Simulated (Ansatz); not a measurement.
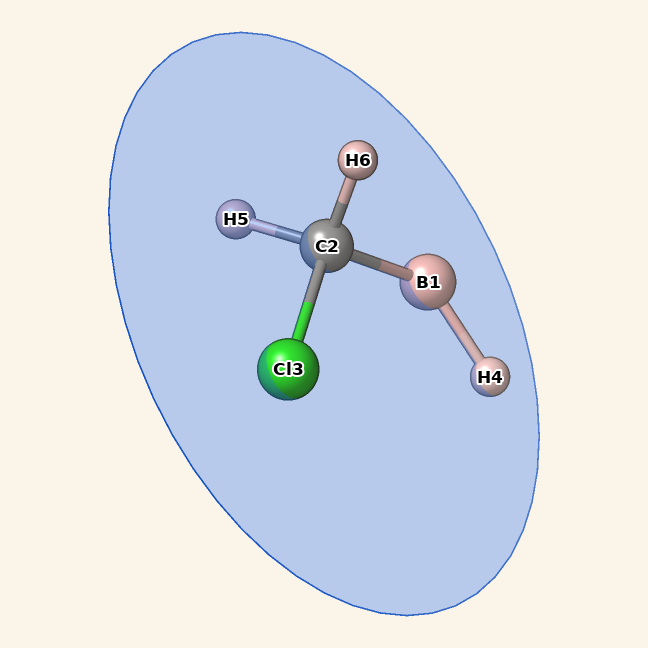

A disc through the centre of mass is drawn in. Distant atoms are faded towards the background colour. Charge 0, doublet. The computed structure is the end point of a PBE0-D4/def2-TZVP optimisation. No frequency run is at hand to confirm it as a minimum.

> Is the plane of the disc a mirror plane of the structure?

Yes. The reflection leaves B1, C2, Cl3, H4 in place and moves H5 ↔ H6. The point group is Cs.
